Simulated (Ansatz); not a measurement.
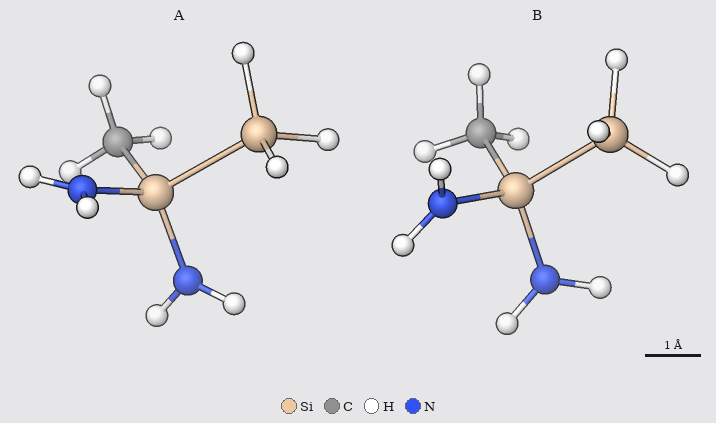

Two geometries of CH10N2Si2, drawn at one scale. One is the start of a relaxation, the other its converged end. Style: ball-and-stick. Shown from a free direction.

Theory: Ansatz, RKS PBE-D4/6-31G. (no spin polarisation; force threshold 0.02 eV/Å; at most 40 steps)

Question: Which geometry has the lower energy?

Answer: Structure A is the relaxed one. The run prepares the start of a later molecular dynamics calculation, from a guessed geometry. An H atom moves most after the best rigid fit: 1.29 Å. By element the largest moves are H 1.29 Å, N 0.26 Å, C 0.22 Å, Si 0.13 Å. Among the contacts that change: Si–Si 2.218 → 2.372 Å, H–Si 1.460 → 1.518 Å, C–Si 1.870 → 1.915 Å, H–N 1.060 → 1.016 Å. Among the angles between lasting bonds that change: N–Si–N 109.5° → 117.3°, H–N–H 120.0° → 114.4°, C–Si–N 109.5° → 104.3°. Groups turn about N–Si by about 70°, N–Si by about 45°, Si–Si by about 40°. After 20 accepted moves (22 points after the start) the energy has fallen by 76.4 kJ/mol. The largest force component goes from 2.2 to 0.016 eV/Å. The line search rejected the trial steps at points 7, 9 of the run. The forces were under the threshold at step 11, but the run went on from there. Cost: 87 s on 1 thread of Intel(R) Xeon(R) Platinum 8488C (Sapphire Rapids), with other jobs on the host, peak memory 0.17 GiB.

Limits of the set-up: the basis has no polarisation functions, which atoms past neon need.
